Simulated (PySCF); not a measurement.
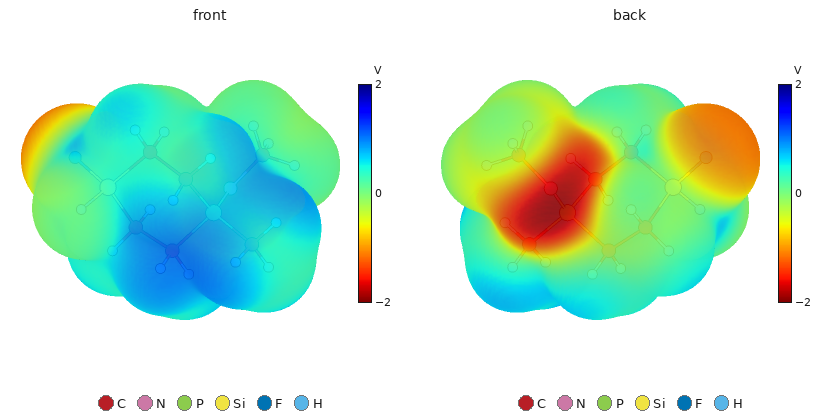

Figure 1: C6H15FNPSi. The electrostatic potential painted on the density surface at 0.001 e/bohr³, seen from the front and from behind; red is negative and blue positive.

Geometry: PBE0-D3(BJ)/def2-SVP.

The calculation used PBE0/pcSseg-1, SCF density, gas phase, non-relativistic (PySCF 2.14.0).

```xyz
25

C    -2.4032   -1.4836    0.5403
N    -1.3760   -1.0229   -0.3490
P    -0.6932    0.3852   -0.2627
C    -1.7226    1.8813   -0.4769
C     0.5625    0.4542   -1.5804
C     1.5758   -0.6877   -1.4399
Si    2.5006   -0.5799    0.1852
F     3.3778   -1.9352    0.4158
C     1.2527   -0.3905    1.5719
C     0.2584    0.7416    1.2831
H    -2.0963   -1.5421    1.6077
H    -2.7079   -2.5066    0.2596
H    -3.3333   -0.8757    0.5222
H    -1.1139    2.7980   -0.4916
H    -2.2790    1.7906   -1.4209
H    -2.4473    1.9465    0.3482
H     1.0438    1.4471   -1.5469
H     0.0151    0.3877   -2.5348
H     2.2767   -0.6942   -2.2904
H     1.0245   -1.6429   -1.4522
H     3.4630    0.5652    0.1803
H     0.7059   -1.3458    1.6477
H     1.7637   -0.2305    2.5355
H    -0.4737    0.8489    2.1021
H     0.7609    1.7201    1.1834
```

### Which sites attract a positive test charge, and which a negative one?

A positive charge is drawn to the negative regions and a negative charge to the positive ones. The most negative region (about −1.8 V) lies over N2, the most positive (about +1.1 V) over H14, H17 and H25. N2 is the likeliest acceptor of a hydrogen bond.

### How polar is the molecule by this calculation?

Its dipole moment is 4.05 D.
